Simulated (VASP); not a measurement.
Band structure of NdCo$_{2}$ (space group Fd-3m). Level of theory: r2SCAN meta-GGA, VASP's PBE PAW potentials (set 64) (plane waves; VASP).

The 4f electrons are frozen in the core of the lanthanide potential, so 4f levels, which can set the real gap, and their magnetism are missing.

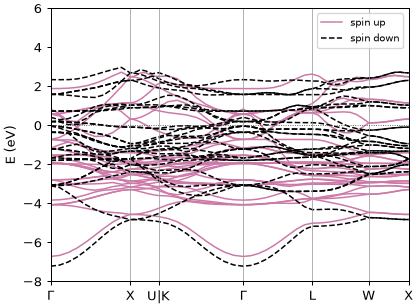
Figure: Bands along high-symmetry lines, zero at the valence-band maximum or, without a gap, the Fermi level

### Question
Read the plot: is there a gap, and where are the band edges?

### Answer
It has no gap at this level: it comes out as a metal or semimetal.

The structure comes from a measured NdCo2 entry (Fd-3m) of the Crystallography Open Database, whose conditions weren't checked. It was relaxed first.
